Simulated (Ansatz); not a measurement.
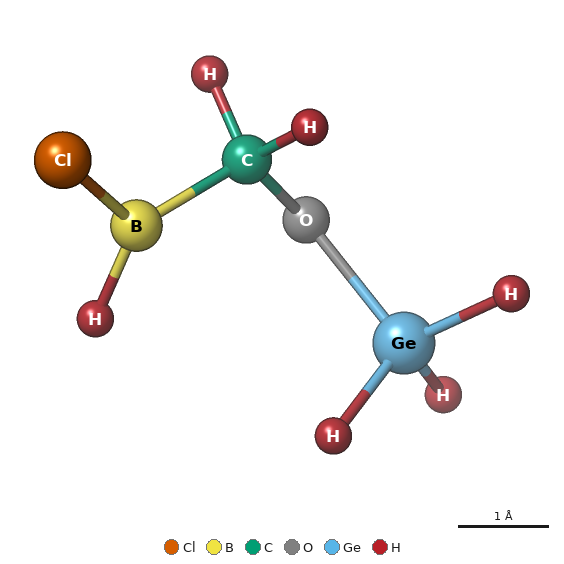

Atoms fade into the background with distance from the viewer. Computed geometry: PBE-D4/def2-SVP optimisation. No frequency run is at hand to confirm it as a minimum. Masses are those of the most abundant isotopes; constants are for the rigid equilibrium geometry.

Question: Classify the rotor and give the rotational constants (MHz).

Answer: An asymmetric top (C1): A = 8662, B = 735, C = 702 MHz. Ray's parameter κ is −0.99, close to the prolate limit.
